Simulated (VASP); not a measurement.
# MnCuO2 (Crednerite): structure and properties in VASP, part 7 of 11

Aim: relax MnCuO2 (Crednerite) with PBEsol + U, compute its properties on that cell and hold them against experiment. The start is a cell from a database of measured crystal structures.

VASP 6.6.1; PBEsol, DFT+U (Cu d 5 eV, Mn d 4 eV), spin-polarised from a ferromagnetic start; plane waves and PAW (Mn_pv, Cu, O).

Still holding for the runs below: The cell holds one magnetic atom, so no antiferromagnetic order fits into it.

So far, gap on the k-mesh (eV): step 2 (relaxing cell and atoms (PBEsol + U)) 0.405; step 3 (second relaxation) 0.405; step 4 (single point with fields (PBEsol + U)) 0.405; step 6 (total and projected DOS (PBEsol + U)) 0.361.

The database entry behind the starting cell differs from later determinations by our own check (a about 1 % short, old inner coordinates), so it need not match the best structure at ambient conditions.

## Step 7: Zone-centre phonons (PBEsol + U)

Zone-centre modes test whether the atoms sit at a minimum within this cell. IBRION = 6 takes the force constants from differences of forces between displaced cells, so the forces must be tight.

INCAR

```
SYSTEM = MnCuO2
PREC = Accurate
ENCUT = 520
EDIFF = 1E-08
NELM = 100
ISMEAR = 0
SIGMA = 0.05
LREAL = .FALSE.
ALGO = Normal
GGA = PS
NBANDS = 26
ISPIN = 2
MAGMOM = 3.909 -0.005 -0.017 -0.017
LDAU = .TRUE.
LDAUTYPE = 2
LDAUL = 2 2 -1
LDAUU = 4 5 0
LDAUJ = 0 0 0
LDAUPRINT = 1
LASPH = .TRUE.
LMAXMIX = 4
LORBIT = 11
LWAVE = .FALSE.
LCHARG = .FALSE.
KPAR = 4
IBRION = 6
NFREE = 2
POTIM = 0.015
ISIF = 2
NSW = 1
```

POSCAR

```
MnCuO2
1.0
    2.7926571158     -1.4583286311      0.0299771144
    2.7926571158      1.4583286311      0.0299771144
   -1.4439861849      0.0000000000      5.6408443961
Mn Cu O
1 1 2
Direct
    0.0000000000      0.0000000000      0.0000000000
    0.5000000000      0.5000000000      0.5000000000
    0.4021530575      0.4021530575      0.1806834249
    0.5978469425      0.5978469425      0.8193165751
```

KPOINTS

```
Automatic mesh
0
Gamma
9 9 4
0 0 0
```

The projector-augmented-wave data sets are Mn_pv, Cu and O (PBE family, release 64).

Command:

```sh
$ mpirun -np 4 vasp_std
```

Output:

```text
[... set-up lines as in an earlier step ...]
 entering main loop
       N       E                     dE             d eps       ncg     rms          rms(c)
DAV:   1     0.364638542840E+03    0.36464E+03   -0.18961E+04 10496   0.188E+03
DAV:   2     0.901379586924E+01   -0.35562E+03   -0.33330E+03 10248   0.439E+02
DAV:   3    -0.285481620994E+02   -0.37562E+02   -0.36510E+02 11698   0.154E+02
DAV:   4    -0.297179999212E+02   -0.11698E+01   -0.11659E+01 11646   0.281E+01
DAV:   5    -0.297494966643E+02   -0.31497E-01   -0.31477E-01 12100   0.495E+00    0.229E+01
DAV:   6    -0.258009468449E+02    0.39485E+01   -0.30994E+01 14594   0.811E+01    0.203E+01
DAV:   7    -0.257455047391E+02    0.55442E-01   -0.41203E+00 11928   0.384E+01    0.117E+01
DAV:   8    -0.257890738032E+02   -0.43569E-01   -0.69369E-01 12362   0.693E+00    0.698E+00
DAV:   9    -0.257602265965E+02    0.28847E-01   -0.97346E-02 15548   0.839E+00    0.136E+00
DAV:  10    -0.257624520703E+02   -0.22255E-02   -0.32751E-02 12538   0.374E+00    0.283E-01
DAV:  11    -0.257629174836E+02   -0.46541E-03   -0.24875E-03 12796   0.474E-01    0.125E-01
DAV:  12    -0.257629833994E+02   -0.65916E-04   -0.37178E-04 13720   0.322E-01    0.723E-02
DAV:  13    -0.257630016898E+02   -0.18290E-04   -0.99627E-05 14052   0.194E-01    0.249E-02
DAV:  14    -0.257630067103E+02   -0.50205E-05   -0.14642E-05 13748   0.958E-02    0.784E-03
DAV:  15    -0.257630069811E+02   -0.27083E-06   -0.25773E-06 13860   0.252E-02    0.453E-03
DAV:  16    -0.257630070413E+02   -0.60238E-07   -0.61232E-07 11852   0.118E-02    0.216E-03
DAV:  17    -0.257630070335E+02    0.78362E-08   -0.13344E-07 14242   0.505E-03    0.632E-04
DAV:  18    -0.257630070155E+02    0.17990E-07   -0.15548E-08  7408   0.198E-03    0.353E-04
DAV:  19    -0.257630070164E+02   -0.85765E-09   -0.64926E-09  6204   0.966E-04
   1 F= -.25763007E+02 E0= -.25763007E+02  d E =-.211502E-10  mag=     4.0000
 Found     9 degrees of freedom:
 Finite differences POTIM= 0.01500 DOF=   9
 bond charge predicted
       N       E                     dE             d eps       ncg     rms          rms(c)
DAV:   1    -0.257381079718E+02    0.24899E-01   -0.10978E+00 14774   0.257E+01    0.908E-01
DAV:   2    -0.257604642606E+02   -0.22356E-01   -0.17158E-01 11112   0.322E+00    0.410E-01
DAV:   3    -0.257619800905E+02   -0.15158E-02   -0.54932E-03 10624   0.790E-01    0.119E-01
DAV:   4    -0.257619579343E+02    0.22156E-04   -0.37093E-04 13322   0.186E-01    0.731E-02
DAV:   5    -0.257619407787E+02    0.17156E-04   -0.38270E-05 15116   0.148E-01    0.194E-02
DAV:   6    -0.257619435815E+02   -0.28028E-05   -0.16952E-05 10736   0.346E-02    0.801E-03
DAV:   7    -0.257619437145E+02   -0.13306E-06   -0.71636E-07 12048   0.116E-02    0.404E-03
DAV:   8    -0.257619437673E+02   -0.52778E-07   -0.14548E-07 12032   0.694E-03    0.145E-03
DAV:   9    -0.257619437806E+02   -0.13298E-07   -0.39862E-08 11146   0.185E-03    0.349E-04
DAV:  10    -0.257619437801E+02    0.50386E-09   -0.36226E-09  5750   0.918E-04
   2 F= -.25761944E+02 E0= -.25761944E+02  d E =-.182664E-10  mag=     4.0000
[... from here on, the cycles between the ionic steps are left out ...]
   3 F= -.25761944E+02 E0= -.25761944E+02  d E =-.182652E-10  mag=     4.0000
   4 F= -.25761132E+02 E0= -.25761132E+02  d E =-.191912E-10  mag=     4.0000
   5 F= -.25761132E+02 E0= -.25761132E+02  d E =-.191799E-10  mag=     4.0000
   6 F= -.25760650E+02 E0= -.25760650E+02  d E =-.228851E-10  mag=     4.0000
   7 F= -.25760650E+02 E0= -.25760650E+02  d E =-.228900E-10  mag=     4.0000
   8 F= -.25762743E+02 E0= -.25762743E+02  d E =-.204590E-10  mag=     4.0000
   9 F= -.25762743E+02 E0= -.25762743E+02  d E =-.204927E-10  mag=     4.0000
  10 F= -.25762702E+02 E0= -.25762702E+02  d E =-.217918E-10  mag=     4.0000
  11 F= -.25762702E+02 E0= -.25762702E+02  d E =-.218068E-10  mag=     4.0000
  12 F= -.25759936E+02 E0= -.25759936E+02  d E =-.221313E-10  mag=     4.0000
  13 F= -.25759936E+02 E0= -.25759936E+02  d E =-.221514E-10  mag=     4.0000
  14 F= -.25762324E+02 E0= -.25762324E+02  d E =-.319422E-11  mag=     4.0000
  15 F= -.25762328E+02 E0= -.25762328E+02  d E =-.618138E-10  mag=     4.0000
  16 F= -.25761980E+02 E0= -.25761980E+02  d E =-.268816E-10  mag=     4.0000
  17 F= -.25761980E+02 E0= -.25761980E+02  d E =-.268848E-10  mag=     4.0000
  18 F= -.25760372E+02 E0= -.25760372E+02  d E =-.348163E-10  mag=     4.0000
 Finite differences progress:
  Degree of freedom:   9/  9
  Displacement:        1/  2
  Total:              17/ 18
 bond charge predicted
       N       E                     dE             d eps       ncg     rms          rms(c)
DAV:   1    -0.257525310075E+02    0.78411E-02   -0.48452E+00  9880   0.137E+01    0.534E-01
DAV:   2    -0.257608704671E+02   -0.83395E-02   -0.95604E-02 11874   0.252E+00    0.369E-01
DAV:   3    -0.257606441051E+02    0.22636E-03   -0.20305E-03 12876   0.552E-01    0.238E-01
DAV:   4    -0.257604924719E+02    0.15163E-03   -0.50438E-04 13854   0.237E-01    0.843E-02
DAV:   5    -0.257604850546E+02    0.74173E-05   -0.15476E-04 14184   0.150E-01    0.283E-02
DAV:   6    -0.257604864772E+02   -0.14226E-05   -0.31313E-05 10836   0.710E-02    0.199E-02
DAV:   7    -0.257604857897E+02    0.68743E-06   -0.33387E-06 11940   0.179E-02    0.706E-03
DAV:   8    -0.257604857087E+02    0.81047E-07   -0.12384E-06 12078   0.128E-02    0.233E-03
DAV:   9    -0.257604857115E+02   -0.27812E-08   -0.31436E-07 14194   0.102E-02    0.774E-04
DAV:  10    -0.257604857192E+02   -0.77616E-08   -0.22910E-08  7634   0.182E-03
  19 F= -.25760486E+02 E0= -.25760486E+02  d E =-.533653E-11  mag=     4.0000
 Finite differences progress:
  Degree of freedom:   9/  9
  Displacement:        2/  2
  Total:              18/ 18
```

Run time: 8 min. Hardware: 4 MPI ranks of AMD EPYC 9R45, shared host; peak memory 2.4 GiB.

Parts of OUTCAR (step 7):

```text
   NELECT =      36.0000    total number of electrons

atom =   1  type =  1  l = 2

 onsite density matrix

spin component  1

  0.8002  0.2099  0.0000 -0.0000 -0.0000
  0.2099  0.6654 -0.0000  0.0000  0.0000
  0.0000 -0.0000  0.9554 -0.0051  0.0011
 -0.0000  0.0000 -0.0051  0.9665  0.0097
 -0.0000  0.0000  0.0011  0.0097  0.9710

spin component  2

  0.1206 -0.0994  0.0000 -0.0000 -0.0000
 -0.0994  0.1762 -0.0000  0.0000  0.0000
  0.0000 -0.0000  0.0405 -0.0037  0.0063
 -0.0000  0.0000 -0.0037  0.0905  0.0365
 -0.0000  0.0000  0.0063  0.0365  0.0900

 occupancies and eigenvectors

  o =  0.0374  v =  0.0000  0.0000  0.0000  0.0000  0.0000  0.0000  0.0000 -0.9162 -0.2691  0.2970      0.0000  0.0000  0.0000  0.0000  0.0000  0.0000  0.0000  0.0000  0.0000  0.0000
  o =  0.0452  v =  0.0000  0.0000  0.0000  0.0000  0.0000  0.7967  0.6044  0.0000  0.0000 -0.0000      0.0000  0.0000  0.0000  0.0000  0.0000  0.0000  0.0000  0.0000  0.0000  0.0000
  o =  0.0568  v =  0.0000  0.0000  0.0000  0.0000  0.0000 -0.0000 -0.0000  0.4003 -0.6534  0.6425      0.0000  0.0000  0.0000  0.0000  0.0000  0.0000  0.0000  0.0000  0.0000  0.0000
  o =  0.1268  v =  0.0000  0.0000  0.0000  0.0000  0.0000  0.0000 -0.0000  0.0212  0.7075  0.7064      0.0000  0.0000  0.0000  0.0000  0.0000  0.0000  0.0000  0.0000  0.0000  0.0000
  o =  0.2517  v =  0.0000  0.0000  0.0000  0.0000  0.0000 -0.6044  0.7967 -0.0000  0.0000  0.0000      0.0000  0.0000  0.0000  0.0000  0.0000  0.0000  0.0000  0.0000  0.0000  0.0000
  o =  0.5123  v =  0.5893 -0.8079 -0.0000  0.0000  0.0000  0.0000  0.0000  0.0000  0.0000  0.0000      0.0000  0.0000  0.0000  0.0000  0.0000  0.0000  0.0000  0.0000  0.0000  0.0000
  o =  0.9520  v =  0.0000  0.0000 -0.8241 -0.4845  0.2934  0.0000  0.0000  0.0000  0.0000  0.0000      0.0000  0.0000  0.0000  0.0000  0.0000  0.0000  0.0000  0.0000  0.0000  0.0000
  o =  0.9533  v =  0.8079  0.5893  0.0000  0.0000 -0.0000  0.0000  0.0000  0.0000  0.0000  0.0000      0.0000  0.0000  0.0000  0.0000  0.0000  0.0000  0.0000  0.0000  0.0000  0.0000
  o =  0.9619  v =  0.0000  0.0000 -0.5569  0.5987 -0.5756  0.0000  0.0000  0.0000  0.0000  0.0000      0.0000  0.0000  0.0000  0.0000  0.0000  0.0000  0.0000  0.0000  0.0000  0.0000
  o =  0.9789  v = -0.0000 -0.0000 -0.1032  0.6378  0.7633  0.0000  0.0000  0.0000  0.0000  0.0000      0.0000  0.0000  0.0000  0.0000  0.0000  0.0000  0.0000  0.0000  0.0000  0.0000

atom =   2  type =  2  l = 2

 onsite density matrix

spin component  1

  0.9520 -0.0020 -0.0000  0.0000  0.0000
 -0.0020  0.9541 -0.0000  0.0000 -0.0000
 -0.0000 -0.0000  0.8704 -0.0055 -0.0022
  0.0000  0.0000 -0.0055  0.9635  0.0005
  0.0000 -0.0000 -0.0022  0.0005  0.9514

spin component  2

  0.9526  0.0008 -0.0000  0.0000  0.0000
  0.0008  0.9685 -0.0000  0.0000 -0.0000
 -0.0000 -0.0000  0.8703 -0.0075 -0.0012
  0.0000  0.0000 -0.0075  0.9689  0.0007
  0.0000 -0.0000 -0.0012  0.0007  0.9523

 occupancies and eigenvectors

  o =  0.8697  v =  0.0000  0.0000  0.0000  0.0000  0.0000 -0.0000 -0.0000 -0.9970 -0.0758 -0.0139      0.0000  0.0000  0.0000  0.0000  0.0000  0.0000  0.0000  0.0000  0.0000  0.0000
  o =  0.8700  v = -0.0000 -0.0000 -0.9979 -0.0585 -0.0269  0.0000  0.0000  0.0000  0.0000  0.0000      0.0000  0.0000  0.0000  0.0000  0.0000  0.0000  0.0000  0.0000  0.0000  0.0000
  o =  0.9508  v =  0.8550  0.5186 -0.0000 -0.0000 -0.0000  0.0000  0.0000  0.0000  0.0000  0.0000      0.0000  0.0000  0.0000  0.0000  0.0000  0.0000  0.0000  0.0000  0.0000  0.0000
  o =  0.9515  v = -0.0000 -0.0000  0.0237  0.0542 -0.9982  0.0000  0.0000  0.0000  0.0000  0.0000      0.0000  0.0000  0.0000  0.0000  0.0000  0.0000  0.0000  0.0000  0.0000  0.0000
  o =  0.9523  v =  0.0000  0.0000  0.0000  0.0000  0.0000 -0.0000  0.0000 -0.0106 -0.0443  0.9990      0.0000  0.0000  0.0000  0.0000  0.0000  0.0000  0.0000  0.0000  0.0000  0.0000
[...]
2.156081  0.000000  4.657481     0.398664   -0.000000    0.088186

   5 f  =   11.114302 THz    69.833219 2PiTHz  370.733210 cm-1    45.965039 meV
             X         Y         Z           dx          dy          dz
      0.000000  0.000000  0.000000     0.000000    0.000000   -0.000000
      2.070664  0.000000  2.850399     0.000000   -0.000000    0.000000
      1.985247  0.000000  1.043318    -0.000000    0.707107   -0.000000
      2.156081  0.000000  4.657481    -0.000000   -0.707107   -0.000000

   6 f  =    9.461747 THz    59.449908 2PiTHz  315.609898 cm-1    39.130623 meV
             X         Y         Z           dx          dy          dz
      0.000000  0.000000  0.000000    -0.000000   -0.000000    0.000000
      2.070664  0.000000  2.850399    -0.000000   -0.000000   -0.000000
      1.985247  0.000000  1.043318    -0.699675    0.000000   -0.102248
      2.156081  0.000000  4.657481     0.699675    0.000000    0.102248

   7 f  =    8.244354 THz    51.800804 2PiTHz  275.002051 cm-1    34.095893 meV
             X         Y         Z           dx          dy          dz
      0.000000  0.000000  0.000000    -0.325556   -0.000000   -0.556141
      2.070664  0.000000  2.850399    -0.131634   -0.000000    0.410204
      1.985247  0.000000  1.043318     0.433956    0.000000    0.106043
      2.156081  0.000000  4.657481     0.433956   -0.000000    0.106043

   8 f  =    4.029038 THz    25.315195 2PiTHz  134.394254 cm-1    16.662756 meV
             X         Y         Z           dx          dy          dz
      0.000000  0.000000  0.000000     0.000000   -0.569872    0.000000
      2.070664  0.000000  2.850399    -0.000000    0.758184   -0.000000
      1.985247  0.000000  1.043318     0.000000   -0.224055   -0.000000
      2.156081  0.000000  4.657481     0.000000   -0.224055   -0.000000

   9 f  =    3.611640 THz    22.692602 2PiTHz  120.471336 cm-1    14.936535 meV
             X         Y         Z           dx          dy          dz
      0.000000  0.000000  0.000000    -0.608658   -0.000000   -0.068126
      2.070664  0.000000  2.850399     0.747055    0.000000    0.022305
      1.985247  0.000000  1.043318    -0.178262   -0.000000    0.037079
      2.156081  0.000000  4.657481    -0.178262   -0.000000    0.037079

  10 f/i=    0.008118 THz     0.051004 2PiTHz    0.270772 cm-1     0.033571 meV
             X         Y         Z           dx          dy          dz
      0.000000  0.000000  0.000000     0.457172    0.000000    0.394942
      2.070664  0.000000  2.850399     0.492147    0.000000    0.425015
      1.985247  0.000000  1.043318     0.246223    0.000000    0.213209
      2.156081  0.000000  4.657481     0.246223    0.000000    0.213209

  11 f/i=    0.010775 THz     0.067698 2PiTHz    0.359400 cm-1     0.044560 meV
             X         Y         Z           dx          dy          dz
      0.000000  0.000000  0.000000    -0.000000    0.605714    0.000000
      2.070664  0.000000  2.850399    -0.000000    0.648154    0.000000
      1.985247  0.000000  1.043318    -0.000000    0.326349    0.000000
      2.156081  0.000000  4.657481    -0.000000    0.326349    0.000000

  12 f/i=    0.012404 THz     0.077936 2PiTHz    0.413748 cm-1     0.051298 meV
             X         Y         Z           dx          dy          dz
      0.000000  0.000000  0.000000    -0.397047   -0.000000    0.456564
      2.070664  0.000000  2.850399    -0.422892   -0.000000    0.491920
      1.985247  0.000000  1.043318    -0.213372   -0.000000    0.247007
      2.156081  0.000000  4.657481    -0.213372   -0.000000    0.247007

 ELASTIC MODULI CONTR FROM IONIC RELAXATION (kBar)
 Direction    XX          YY          ZZ          XY          YZ          ZX
 --------------------------------------------------------------------------------
 XX        -147.9026   -182.4201     73.0086     -0.0000      0.0000    186.7820
 YY        -182.4201   -228.6380     37.8999     -0.0000      0.0000    255.3990
 ZZ          73.0086     37.8999   -782.1385     -0.0000      0.0000    265.8572
 XY          -0.0000     -0.0000     -0.0000    -93.0165    202.1263      0.0000
 YZ           0.0000      0.0000      0.0000    202.1263   -439.2235     -0.0000
 ZX         186.7820    255.3990    265.8572      0.0000     -0.0000   -407.7158
 --------------------------------------------------------------------------------

 magnetization (x)
# of ion       s       p       d       tot
------------------------------------------
    1        0.036   0.033   3.835   3.903
    2        0.012   0.007  -0.021  -0.002
    3        0.006  -0.021   0.000  -0.016
    4        0.006  -0.021   0.000  -0.016
--------------------------------------------------
tot          0.059  -0.002   3.813   3.870

[... 8 parts as in an earlier step ...]

[... 14 further parts left out ...]
[key lines of the parts left out:]
E-fermi :   5.0949
```

The last energy, forces, stress and levels in OUTCAR belong to the last displaced cell, not to the cell of POSCAR.

This step gave:

```yaml
bands: 26
irreducible_k_points: 95
pressure_of_the_cell: 0.01732 GPa
largest_force_of_the_cell: 0.001975 eV/Å
```

Transverse limit, no LO-TO splitting. The modes at Γ (shares of kinetic energy by element, %):

| mode | frequency (cm⁻¹) | symmetry | Mn % | Cu % | O % |
| --- | --- | --- | --- | --- | --- |
| 1 | -0.4 | acoustic | 37 | 42 | 21 |
| 2 | -0.4 | acoustic | 37 | 42 | 21 |
| 3 | -0.3 | acoustic | 37 | 42 | 21 |
| 4 | 120.5 | Bu | 38 | 56 | 7 |
| 5 | 134.4 | Au | 32 | 57 | 10 |
| 6 | 275.0 | Bu | 42 | 19 | 40 |
| 7 | 315.6 | Ag | 0 | 0 | 100 |
| 8 | 370.7 | Bg | 0 | 0 | 100 |
| 9 | 418.5 | Bu | 37 | 30 | 33 |
| 10 | 499.3 | Au | 31 | 1 | 69 |
| 11 | 665.9 | Ag | 0 | 0 | 100 |
| 12 | 673.6 | Bu | 11 | 12 | 78 |

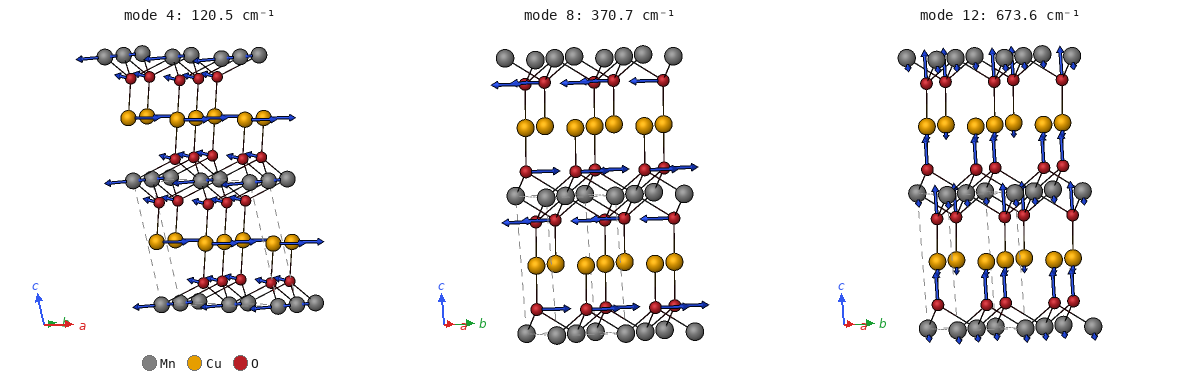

Displacement patterns of modes 4, 8 and 12 at Γ; arrows are exaggerated. 1×2×2 conventional cells are drawn. Some periodic images of atoms are drawn too.

The three acoustic modes lie within 0.4 cm⁻¹ of zero, and all others are real. By the characters of their eigenvectors the optical modes sort into (cm⁻¹) Raman active: Ag 316, Bg 371, Ag 666; infrared active: Bu 120, Au 134, Bu 275, Bu 419, Au 499, Bu 674. With a centre of inversion no mode is active in both.

(Continued in part 8 of 11.)

[Lines on the potential files, build, host, timing and source positions are cut from VASP's logs without a mark.]

[Logs are printed without paths, hosts, clocks, repeated set-up lines and the standing remarks that a program may print on its own settings, such as how far it seeks lower states.]

[Hosts, paths, dates, database ids (printed as entryN), source tags and the programs' standing remarks are cut or masked in the printed files.]

[Measured values are set beside computed ones only where the two were judged alike; some that the calculation misses by far are left out.]
